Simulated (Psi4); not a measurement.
# SiNH5 (SMILES [SiH3]N) at BLYP/def2-TZVP

Aim: the vertical singlet–triplet gap of SiNH5 at BLYP/def2-TZVP, from 2 runs. 

Program for the calculation: Psi4 1.11.

## Step 1: The molecule

SiNH5 has 7 atoms, charge 0, and is taken as a singlet. SMILES: `[SiH3]N`. The coordinates come from a PBE0-D4/def2-TZVP relaxation.

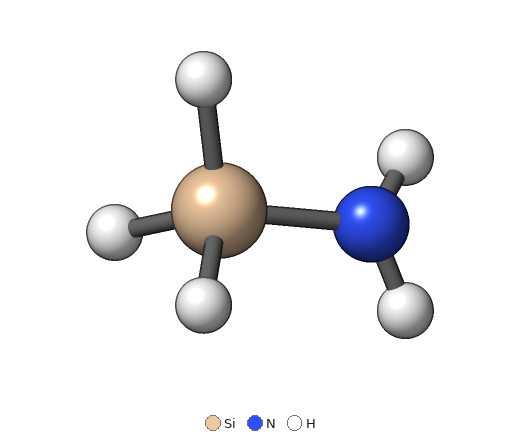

The structure, seen from a chosen angle (silicon light orange, nitrogen blue, hydrogen white).

## Step 2: The energy at BLYP/def2-TZVP

The input, input.inp:

```
memory 2.2 GB

molecule m {
  0 1
  Si    -0.413010    -0.292700    -0.422350
  N      0.611760     0.348670     0.801280
  H     -0.018320    -1.706330    -0.653330
  H     -1.813170    -0.217090     0.068940
  H     -0.367930     0.402730    -1.743970
  H      0.391580     1.238230     1.219480
  H      1.609100     0.226510     0.729930
  symmetry c1
}

set {
  reference            rks
  puream               true
  e_convergence        1e-09
  d_convergence        1e-08
  scf_type             pk
  dft_radial_points    99
  dft_spherical_points 590
}

energy_value, wavefunction = energy('blyp/def2-TZVP', return_wfn=True)
oeprop(wavefunction, 'WIBERG_LOWDIN_INDICES', 'MAYER_INDICES', 'QUADRUPOLE')
```

Launch:

```sh
psi4 -n 1 input.inp input.out
```

input.out, shortened:

```text
[...]
  Running in c1 symmetry.
[...]
  Nuclear repulsion =   64.839844758789525
[...]
  Multiplicity = 1
[...]
  Nalpha       = 13
  Nbeta        = 13
[...]
    Number of basis functions: 98
[...]
   @RKS iter   1:  -346.83420031508928   -1.50191e-02   1.05857e-02 DIIS/ADIIS
[...]
   @RKS iter  11:  -347.26882220503614   -2.61480e-12   6.71216e-09 DIIS
[...]
    Orbital Energies [Eh]
    ---------------------
    Doubly Occupied:
       1A    -65.457588     2A    -13.983694     3A     -5.044383
       4A     -3.462107     5A     -3.461621     6A     -3.461079
       7A     -0.767415     8A     -0.479492     9A     -0.441331
      10A     -0.352673    11A     -0.302264    12A     -0.295212
      13A     -0.216147
[...]
  @RKS Final Energy:  -347.26882220503614
   => Energetics <=
    Nuclear Repulsion Energy =             64.8398447587895248
    One-Electron Energy =                -607.5324411980975583
    Two-Electron Energy =                 225.1257733237237630
    DFT Exchange-Correlation Energy =     -29.7019990894518031
    Empirical Dispersion Energy =           0.0000000000000000
    VV10 Nonlocal Energy =                  0.0000000000000000
    Total Energy =                       -347.2688222050361446
[...]
 Multipole Moments:
 ------------------------------------------------------------------------------------
     Multipole            Electronic (a.u.)      Nuclear  (a.u.)        Total (a.u.)
 ------------------------------------------------------------------------------------
 L = 1.  Multiply by 2.5417464519 to convert [e a0] to [Debye]
 Dipole X            :          0.2443767            0.1220526            0.3664292
 Dipole Y            :          0.1002893            0.2767427            0.3770320
 Dipole Z            :          0.4010776           -0.2689404            0.1321372
 Magnitude           :                                                    0.5421104
 L = 2.  Multiply by 1.3450342976 to convert [e a0^2] to [Debye ang]
 Quadrupole XX       :        -54.6341870           39.5061896          -15.1279974
 Quadrupole XY       :        -14.6969970           14.9986427            0.3016458
[...]
```

Run time: 40 s. Hardware: 1 thread of Intel Xeon at 2.50GHz (Skylake/Cascade Lake), shared host; peak memory 0.9 GiB.

## Step 3: The triplet

The input, job.inp:

```
memory 2200 mb

molecule molecule1 {
  0 3
  Si    -0.413010    -0.292700    -0.422350
  N      0.611760     0.348670     0.801280
  H     -0.018320    -1.706330    -0.653330
  H     -1.813170    -0.217090     0.068940
  H     -0.367930     0.402730    -1.743970
  H      0.391580     1.238230     1.219480
  H      1.609100     0.226510     0.729930
  symmetry c1
  no_reorient
  no_com
}

set {
  basis                def2-TZVP
  reference            uks
  puream               true
  e_convergence        1e-09
  d_convergence        1e-08
  scf_type             pk
  dft_radial_points    99
  dft_spherical_points 590
  maxiter              100
}

energy_value, wavefunction = energy('blyp', return_wfn=True)
oeprop(wavefunction, 'QUADRUPOLE', 'WIBERG_LOWDIN_INDICES', 'DIPOLE')
print_variables()
```

Launch:

```sh
psi4 -i job.inp -o job.out -n 1
```

job.out, shortened:

```text
[...]
  Running in c1 symmetry.
[...]
  Nuclear repulsion =   64.839844758789525
[...]
  Multiplicity = 3
[...]
  Nalpha       = 14
  Nbeta        = 12
[...]
    Number of basis functions: 98
[...]
   @UKS iter   1:  -346.58221820531645    2.36963e-01   1.06295e-02 DIIS/ADIIS
[...]
   @UKS iter  15:  -347.06399789966235   -1.08002e-12   6.83076e-09 DIIS
[...]
   @S^2 Observed:                2.003955741E+00
[...]
  @UKS Final Energy:  -347.06399789966235
   => Energetics <=
    Nuclear Repulsion Energy =             64.8398447587895248
    One-Electron Energy =                -606.1203914648720001
    Two-Electron Energy =                 223.8095642070520057
    DFT Exchange-Correlation Energy =     -29.5930154006318276
    Empirical Dispersion Energy =           0.0000000000000000
    VV10 Nonlocal Energy =                  0.0000000000000000
    Total Energy =                       -347.0639978996623540
[...]
 Multipole Moments:
 ------------------------------------------------------------------------------------
     Multipole            Electronic (a.u.)      Nuclear  (a.u.)        Total (a.u.)
 ------------------------------------------------------------------------------------
 L = 1.  Multiply by 2.5417464519 to convert [e a0] to [Debye]
 Dipole X            :          3.3993812           -3.2098132            0.1895680
 Dipole Y            :          3.4037737           -3.2372142            0.1665595
 Dipole Z            :          1.4182677           -1.2904751            0.1277926
 Magnitude           :                                                    0.2828587
 L = 2.  Multiply by 1.3450342976 to convert [e a0^2] to [Debye ang]
 Quadrupole XX       :        -59.2514610           39.9018820          -19.3495790
 Quadrupole XY       :        -15.5166408           15.3969918           -0.1196491
[...]
```

It took 63 s on 1 thread of Intel Xeon at 2.50GHz (Skylake/Cascade Lake), shared host; peak memory 0.91 GiB.

## Step 4: Summary of results

Level: BLYP/def2-TZVP.

```
                                        quantity          value
                           singlet: total energy  -347.26882 Eh
                          singlet: dipole moment         1.38 D
                            singlet: HOMO energy       -5.88 eV
                            singlet: LUMO energy       -0.43 eV
                          singlet: HOMO–LUMO gap        5.46 eV
                           triplet: total energy  -347.06400 Eh
                          triplet: dipole moment         0.72 D
     triplet: HOMO energy (highest over α and β)       -1.52 eV
                                   triplet: ⟨S²⟩          2.004
vertical energy of the triplet above the singlet       5.574 eV
```

**Reading.** At this shape the triplet lies 5.57 eV (538 kJ/mol) above the singlet.
